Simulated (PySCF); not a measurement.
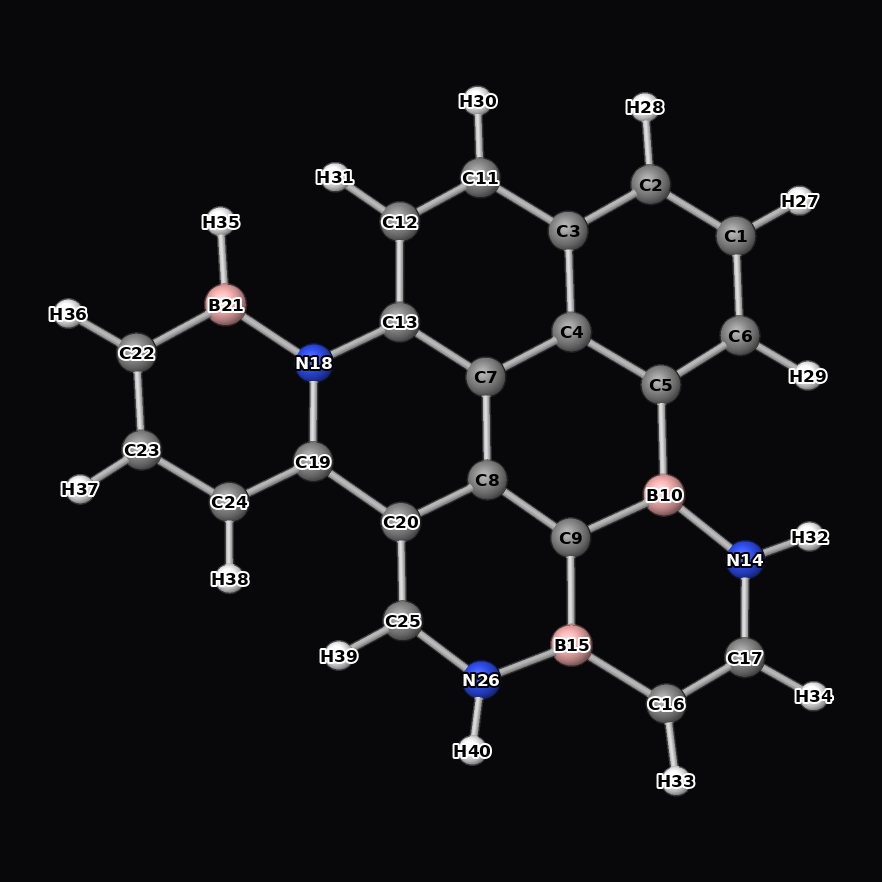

The questions are on isotropic NMR shieldings of the C atoms. The computed structure is the end point of a GFN2-xTB optimisation. No frequency run is at hand to confirm it as a minimum. Level of theory: GIAO mPW1PW91/pcSseg-1 NMR shielding, non-relativistic, gas phase (PySCF 2.14.0).

Which C atom is the most shielded (lowest chemical shift)?

Answer. C16 (77.0 ppm).

Which C atom is the least shielded (highest chemical shift)?

Answer. C8 (34.0 ppm).

How wide is the range of C shifts?

Answer. 43.0 ppm.

Give the isotropic NMR shieldings of the C atoms atom by atom.

```
atom  σ (ppm)
  C1     55.9
  C2     48.4
  C3     51.3
  C4     49.3
  C5     48.7
  C6     48.3
  C7     64.5
  C8     34.0
  C9     49.2
 C11     45.1
 C12     61.1
 C13     39.6
 C16     77.0
 C17     35.0
 C19     41.1
 C20     67.6
 C22     50.3
 C23     35.4
 C24     76.9
 C25     42.5
```

The geometry is semi-empirical. Around B such bond lengths and angles can be off by a tenth of an ångström or more and by several degrees, and values that hang on the shape move with them.
